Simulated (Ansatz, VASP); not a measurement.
# Rh (Rhodium) in two plane-wave programs

One calculation is typed for both programs; each brings its own data sets and cutoff. How far apart do they land? The cell is a member of a volume series, scaled by 1.02 from a relaxed one, so a pressure remains.

Method: plane waves, with VASP 6.6.1 beside it; single point at r2SCAN, in Ansatz 0.2.0.

## Step 1: Set-up

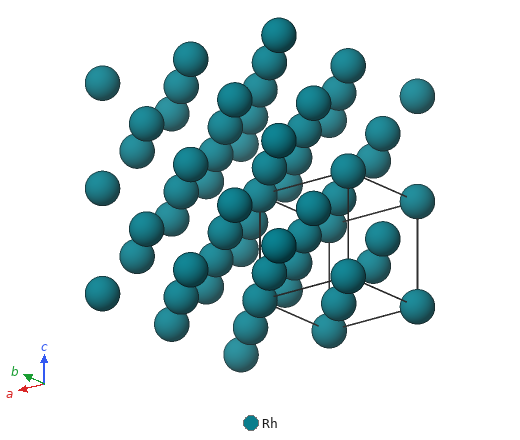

Start, viewed from a free direction; rhodium blue. 2×2×2 cells are drawn. This picture shows the conventional cell, with its axes. Some periodic images of atoms are drawn too.

## Step 2: VASP: single point, r2SCAN

With cell and atoms fixed, the geometry can't cause a difference; cores, projectors, grids and the points listed under the comparison can.

Lines of VASP's logs that name or quote its potential files are left out, and so is its time.

The input, INCAR:

```
SYSTEM = Rh
PREC = Accurate
ENCUT = 400
EDIFF = 1E-06
NELM = 100
ISMEAR = 1
SIGMA = 0.2
LREAL = .FALSE.
ALGO = Normal
METAGGA = R2SCAN
LASPH = .TRUE.
NBANDS = 13
LORBIT = 11
LWAVE = .FALSE.
LCHARG = .FALSE.
KPAR = 2
ISIF = 2
```

The input, POSCAR:

```
Rh
1.0
    0.0000000000      1.9121221061      1.9121221061
    1.9121221061      0.0000000000      1.9121221061
    1.9121221061      1.9121221061      0.0000000000
Rh
1
Direct
    0.0000000000      0.0000000000      0.0000000000
```

The input, KPOINTS:

```
Automatic mesh
0
Gamma
12 12 12
0 0 0
```

PAW data sets: Rh_pv (PBE family, release 64).

Command:

```bash
mpirun -np 2 vasp_std
```

Numbers of over 12 decimals in the logs are rounded to 6 here.

Log:

```text
[banner, memory and clock lines left out]
running    2 mpi-ranks, on    1 nodes
 distrk:  each k-point on    1 cores,    2 groups
 distr:  one band on    1 cores,    1 groups

 POSCAR found type information on POSCAR Rh
 POSCAR found :  1 types and       1 ions
|                                                                             |
|               ----> ADVICE to this user running VASP <----                  |
|                                                                             |
|     You enforced a specific xc type in the INCAR file but a different       |
|     [... a line on the potential file left out ...]
|     I HOPE YOU KNOW WHAT YOU ARE DOING!                                     |
|                                                                             |

 LDA part: xc-table for (None), standard interpolation
 POSCAR, INCAR and KPOINTS ok, starting setup
 FFT: planning ... GRIDC
 FFT: planning ... GRID_SOFT
 FFT: planning ... GRID
 WAVECAR not read
 entering main loop
       N       E                     dE             d eps       ncg     rms          rms(c)
DAV:   1     0.819740839415E+02    0.81974E+02   -0.79108E+03  1909   0.103E+03
DAV:   2    -0.278348209147E+02   -0.10981E+03   -0.10546E+03  2022   0.322E+02
DAV:   3    -0.291306371510E+02   -0.12958E+01   -0.12941E+01  2247   0.398E+01
DAV:   4    -0.291360101208E+02   -0.53730E-02   -0.53725E-02  2142   0.264E+00
DAV:   5    -0.291360578019E+02   -0.47681E-04   -0.47658E-04  2222   0.219E-01    0.123E+01
DAV:   6    -0.241373339818E+02    0.49987E+01   -0.44205E+00  1902   0.294E+01    0.248E+00
DAV:   7    -0.241354063819E+02    0.19276E-02   -0.66380E-02  1927   0.361E+00    0.160E+00
DAV:   8    -0.241343342644E+02    0.10721E-02   -0.47084E-03  1997   0.875E-01    0.356E-01
DAV:   9    -0.241344307424E+02   -0.96478E-04   -0.79451E-04  1987   0.342E-01    0.275E-02
DAV:  10    -0.241344744940E+02   -0.43752E-04   -0.13965E-04  1997   0.147E-01    0.340E-02
DAV:  11    -0.241344622311E+02    0.12263E-04   -0.12655E-05  1907   0.486E-02    0.102E-03
DAV:  12    -0.241344622479E+02   -0.16798E-07   -0.20569E-07  1116   0.553E-03
   1 F= -.24134462E+02 E0= -.24135535E+02  d E =0.321826E-02
```

From OUTCAR (step 2):

```text
ion  position               nearest neighbor table
   1  0.000  0.000  0.000-

  LATTYP: Found a face centered cubic cell.
 ALAT       =     3.8242442122

 Subroutine GETGRP returns: Found 48 space group operations
 (whereof 48 operations were pure point group operations)

The static configuration has the point symmetry O_h .

 Found     72 irreducible k-points:

   k-points           NKPTS =     72   k-points in BZ     NKDIM =     72   number of bands    NBANDS=     13

   dimension x,y,z NGX =    18 NGY =   18 NGZ =   18
   dimension x,y,z NGXF=    36 NGYF=   36 NGZF=   36

   ENCUT  =  400.0 eV  29.40 Ry    5.42 a.u.   4.41  4.41  4.41*2*pi/ulx,y,z

   NELECT =      15.0000    total number of electrons

 k-points in reciprocal lattice and weights: Automatic mesh
   0.00000000  0.00000000  0.00000000       0.001
   0.08333333  0.00000000  0.00000000       0.005
   0.16666667  0.00000000  0.00000000       0.005
   0.25000000  0.00000000  0.00000000       0.005
   0.33333333  0.00000000  0.00000000       0.005
   0.41666667  0.00000000  0.00000000       0.005
   0.50000000  0.00000000  0.00000000       0.002
   0.08333333  0.08333333  0.00000000       0.003
   0.16666667  0.08333333  0.00000000       0.014
[...]
-0.33333333  0.50000000  0.16666667       0.007
  -0.25000000  0.50000000  0.25000000       0.003

 average (electrostatic) potential at core
       1 -76.1986

 E-fermi :  11.4401

 k-point     1 :       0.0000    0.0000    0.0000
  band No.  band energies     occupation
    ...
      5       8.3239      2.00000
      6       8.3239      2.00000
      7       8.3239      2.00000
      8      10.3661      2.00000
      9      10.3661      2.00000
     10      28.1558      0.00000
     11      28.8042      0.00000
     12      33.8061      0.00000
     13      33.8062      0.00000

 k-point     2 :       0.0833    0.0000    0.0000
  band No.  band energies     occupation
    ...
      5       8.2040      2.00000
      6       8.4311      2.00000
      7       8.4311      2.00000
      8      10.3102      2.00000
      9      10.3102      2.00000
     10      28.5471      0.00000
     11      28.8041      0.00000
     12      32.3841      0.00000
     13      34.2106      0.00000

 k-point     3 :       0.1667    0.0000    0.0000
  band No.  band energies     occupation
    ...
      5       7.9938      2.00000
      6       8.6446      2.00000
      7       8.6446      2.00000
      8      10.2692      2.00000
      9      10.2692      2.00000
     10      28.8037      0.00000
     11      29.3034      0.00000
     12      29.9827      0.00000
     13      35.3270      0.00000

  Total       -0.4711687     -0.4711687     -0.4711687      0.0000000      0.0000000      0.0000000
  in kB      -53.9896053    -53.9896053    -53.9896053      0.0000000      0.0000000      0.0000000
  external PRESSURE =     -53.9896053 kB  Pullay stress =       0.0000000 kB

  energy-cutoff  :      400.00
  volume of cell :       13.98
      direct lattice vectors                 reciprocal lattice vectors
     0.000000000  1.912122106  1.912122106    -0.261489577  0.261489577  0.261489577
     1.912122106  0.000000000  1.912122106     0.261489577 -0.261489577  0.261489577
     1.912122106  1.912122106  0.000000000     0.261489577  0.261489577 -0.261489577

 POSITION                                       TOTAL-FORCE (eV/Angst)
 -----------------------------------------------------------------------------------
      0.00000      0.00000      0.00000         0.000000      0.000000     -0.000000
 -----------------------------------------------------------------------------------
    total drift:                                0.000000     -0.000000     -0.000000

  FREE ENERGIE OF THE ION-ELECTRON SYSTEM (eV)
  ---------------------------------------------------
  free  energy   TOTEN  =       -24.1344622479 eV

  energy  without entropy=      -24.1376805108  energy(sigma->0) =      -24.13553500

 total charge
# of ion       s       p       d       tot
------------------------------------------
    1        0.422   6.291   7.072  13.786

[... 3 further parts left out ...]
```

The run ends at a pressure of -5.40 GPa.

## Step 3: Ansatz: single point, r2SCAN

Ansatz runs on its default PAW (the set named soft_2) files.

The same cell, functional, mesh and smearing now go to Ansatz, which takes its cutoff from its data sets.

The input, input.yaml:

```yaml
crystal:
  lattice:
    - [0.0, 1.9121221061, 1.9121221061]
    - [1.9121221061, 0.0, 1.9121221061]
    - [1.9121221061, 1.9121221061, 0.0]
  atoms:
    - { symbol: Rh, position: [0.0, 0.0, 0.0] }
hamiltonian:
  xc: r2scan
  pseudopotentials: { kind: paw }
kpoints:
  mp_grid: { grid: [12, 12, 12] }
scf:
  occupations: { method: methfessel_paxton, width: 0.2 }
  n_extra_bands: 4
output:
  forces: true
  stress: true
  eigenvalues: true
```

Command:

```bash
ansatz run input.yaml --threads 2 --pin off --max-ram 4608MiB --backend cpu --events-out ev --progress --plain --runs-dir out
```

Log:

```text
scf.n_extra_bands = 4 over 9 filled bands (N_el = 17.0): the run solves 13 bands
Engine: ansatz 0.2.0, aarch64-unknown-linux-gnu
Pseudopotentials: kind: paw
Pseudopotential: Rh, paw, valence charge 17, recommended cutoff 500 eV (meta_gga), Rh.paw.azcp
Functional definition: r2SCAN
  parameter k0 = 0.174
  parameter k1 = 0.065
  parameter a1 = 4.9479
  exchange = r2scan_x(k0 = k0, k1 = k1, a1 = a1)
  correlation = r2scan_c
Crystal: 1 atoms, lattice volume = 13.982 Å³
Basis set: ecut = 500 eV, 339 PW (Γ), exchange–correlation on 80×80×80 points (64 copies of the dense FFT grid, shifted against one another)
Bands: 13, of which v1, the nominal top of the filled ones, is band 9 counted from 1 (8 counted from 0)
Symmetry: 48 space group operations
Space group: Fm-3m (ITA 225), of the structure as read, at distance tolerance 2.4e-5 Å
k-points: 72 of 1728
Non-local potential: Rh, projectors of the file, l = 0: 3, l = 1: 2, l = 2: 2, l = 3: 1
PAW form: soft (Blöchl's): semilocal exchange-correlation on the pseudo side does not see the compensation charge
PAW frozen core: Rh, regenerated for the run's functional (the file was generated under x = pbe(κ = 0.804, μ = 0.219515), c = pbe(β = 0.066725))
PAW one-centre angular grid: Rh, 590 points (default); XC on 160 Gauss nodes
Initial density: superposition of atomic densities (neutral atoms: chi_scale 0, normalization atom), corrected by the library's trained network
Initial wavefunctions: pseudopotential atomic-orbital guess
Functional: x = r2scan, c = r2scan; τ floored in thin density (d = 2e-4 eV/Å³)
SCF iter   1: F=—  HF=-6415.257542 eV  |F-HF|=—  |Δ(HF+E_count)|=         —  Δρ=9.81e-3  dr2=3.28e-3  dr2_τ=9.24e-3  ethr=1.77e-3  ⟨swp⟩=4.6  Hψ=5111  notcnv=0
preconditioner: auto → none  [metal: Δε(μ)=0.073 eV  Ē_g=14.438 eV  σ=0.200 eV  W_gap=0.29  n_scr=0 (ndim 8)  ℏωp=29.8 eV  f_vac=0.000  D(μ)=1.05/eV (n_scr^D=14)]
SCF iter   2: F=—  HF=-6415.268000 eV  |F-HF|=—  |Δ(HF+E_count)|=   1.05e-2  S|Δr|=    0.00e0  Δρ=5.18e-3  dr2=1.20e-3  dr2_τ=1.34e-4  ethr=1.93e-5  ⟨swp⟩=2.0  Hψ=1846  notcnv=0
SCF iter   3: F=—  HF=-6415.268520 eV  |F-HF|=—  |Δ(HF+E_count)|=   5.20e-4  S|Δr|=    0.00e0  Δρ=2.30e-3  dr2=6.45e-4  dr2_τ=7.45e-5  ethr=7.05e-6  ⟨swp⟩=2.1  Hψ=1317  notcnv=0
SCF iter   4: F=—  HF=-6415.268334 eV  |F-HF|=—  |Δ(HF+E_count)|=   1.86e-4  S|Δr|=    0.00e0  Δρ=3.21e-4  dr2=4.89e-6  dr2_τ=3.22e-6  ethr=3.79e-6  ⟨swp⟩=2.5  Hψ=1413  notcnv=0
SCF iter   5: F=—  HF=-6415.268336 eV  |F-HF|=—  |Δ(HF+E_count)|=   1.94e-6  S|Δr|=    0.00e0  Δρ=8.78e-5  dr2=1.55e-7  dr2_τ=5.70e-8  ethr=2.87e-8  ⟨swp⟩=2.2  Hψ=1402  notcnv=0
SCF iter   6: F=-6415.268336 eV  HF=-6415.268336 eV  |F-HF|=1.38e-10  |Δ(HF+E_count)|=   4.98e-7  S|Δr|=    0.00e0  Δρ=1.37e-5  dr2=6.87e-9  dr2_τ=8.32e-9  ethr=5.88e-10  ⟨swp⟩=5.3  Hψ=4487  notcnv=0
SCF 1 converged in 6 iterations: F = -6415.268336 eV  dr2 = 6.87e-9
  greatest PAW one-centre occupation: 1.000 electrons in one spin orbital (limit 2), on the Rh atom at site 0 (counted from 0), in its partial waves of l = 0
SCF converged after 6 iterations
Stability not checked: this state was not tested for a lower state beside it, because cold or Methfessel-Paxton smearing, or corrected tetrahedra, fill the levels in a way that the test cannot read (fill_not_monotonic; see scf.lower_state_search)
Free energy (F): -6415.268336 eV
Harris-Foulkes:  -6415.268336 eV  (|F-HF|=1.38e-10)
Internal energy: -6415.271448 eV  (E = F + TS)
E sigma→0 (E₀):  -6415.269114 eV
Entropy (-TS):   0.003112 eV (3.112 meV/atom)
Fermi energy:    21.737336 eV
--- Per-component energies (eV) ---
  E_band       = -109.834669
  E_kinetic    = 572.420519
  E_local      = -1584.174080  (includes V_loc(G=0)·N_el)
  E_nonlocal   = 355.220721
  E_hartree    = 556.908005
  E_xc         = -216.572763
  E_vxc        = -313.779531  (∫ρ·V_xc dr)
  E_paw        = -3604.108167  (= ΣΔE_a)
  E_vpaw       = -274.572553  (= ΣTr[D̂ρ^β])
  E_aug_tail   = 0.000750  (compensation charges beyond the density's cutoff)
  E_vtau       = 21.235733  (kinetic-family band-sum trace: ∫τ·v_τ [+ j·A + Jᵃ·Aᵃ] dr)
  E_ewald      = -2494.596474
  E_core_change = -0.369959  (= ΣΔE_core)
  E_smearing   = 0.003112  (= −TS)
  E_closure    = 0.000000  (closes the sum)
  Σ components = -6415.268336   (vs F -6415.268336, Δ=0.00e0)
--- Forces (eV/Å), atoms counted from 1 ---
  atom   1  Rh    -0.00000000    -0.00000000    -0.00000000
  max |Σ_I F_I| component: 2.88e-32 eV/Å
--- Stress (GPa, compression-positive) ---
       -5.406715       0.000000      -0.000000
        0.000000      -5.406715       0.000000
        0.000000       0.000000      -5.406715
  P = ⅓ Tr σ = -5.4067 GPa (-54.067 kbar)
--- Band table (eV; the first three rows and the last of 72) ---
  k-point 0: bands = [... 5 lower, 18.6252, 18.6252, 18.6252, 20.6603, 20.6603, 38.2205, 43.7647, 43.7647]
  k-point 1: bands = [... 5 lower, 18.5061, 18.7325, 18.7325, 20.6050, 20.6050, 38.6093, 42.4296, 44.1682]
  k-point 2: bands = [... 5 lower, 18.2976, 18.9457, 18.9457, 20.5651, 20.5651, 39.4030, 40.0933, 45.2920]
  k-point 71: bands = [... 5 lower, 17.8892, 17.8892, 20.4698, 22.7262, 31.7012, 31.7012, 33.4218, 34.8214]
```

The job ended after 2.2 s (2 threads of Arm Neoverse N1, shared host; peak memory 0.29 GiB; 3.8 s of CPU time).

The run ends at a pressure of -5.41 GPa.

## Step 4: Comparison

Known differences besides the PAW data sets themselves: VASP keeps PBE cores, Ansatz makes them for the functional; the data sets hold 17 valence electrons in Ansatz (default PAW (the set named soft_2) files) and 15 in VASP; the cutoff is 500 eV in Ansatz and 400 eV in VASP. Total energies have different zeros and are not compared.

Both answers:

| quantity | Ansatz | VASP | difference |
| --- | --- | --- | --- |
| pressure (GPa) | -5.41 | -5.40 | -0.01 |

Ansatz's pressure holds a Pulay correction of 0.04 GPa; VASP's holds none.

## Step 5: Results

```yaml
difference_in_pressure_single_point_r2scan_volume_scaled_by_1p02: -0.0078 GPa
```

In words: The difference in pressure is -0.0078 GPa (single point, r2SCAN), within the 1 GPa picked in this series as the mark of a large difference. Differences of this kind measure data sets and numerical settings, not the functional's error against experiment.

[Lines on the potential files, build, host, timing and source positions are cut from VASP's logs without a mark.]

[Logs are printed without paths, hosts, clocks, repeated set-up lines and the standing remarks that a program may print on its own settings, such as how far it seeks lower states.]

[Hosts, paths, dates, database ids (printed as entryN), source tags and the programs' standing remarks are cut or masked in the printed files.]
